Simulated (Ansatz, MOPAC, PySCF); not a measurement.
Torsion H3–B1–S2–H5 in BH3S (SMILES BS); at each angle all else is relaxed with GFN2-xTB, and the levels are single points there.
Geometry at 0° (charge 0, multiplicity 1):
```xyz
5

B     -0.6017    -0.0718     0.0462
S      1.0673    -0.5087     0.3488
H     -1.3865    -0.8865    -0.2373
H     -0.8729     1.0587     0.1433
H      0.9996    -1.8230     0.1520
```
Energies count from the point at 0°.

Cores are frozen in the correlated methods. CBS: X⁻³ extrapolation of the correlation energy, Hartree–Fock from the larger set. The state that PM7 reach isn't checked; PM7 holds dispersion and hydrogen-bond terms.

The values were computed with Ansatz (an electronic-structure program) with Gaussian orbitals; MOPAC for PM7 (differences of heats of formation); PySCF for M06-2X. Each number belongs to the level named beside it.

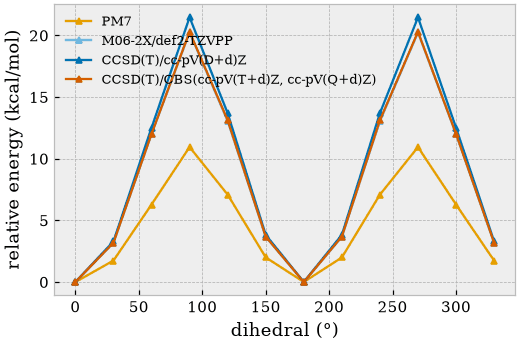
Fig. 1. Relative energy along the coordinate

Q: Read off the PM7 curve at dihedral = 60.

A: about 6.3 kcal/mol
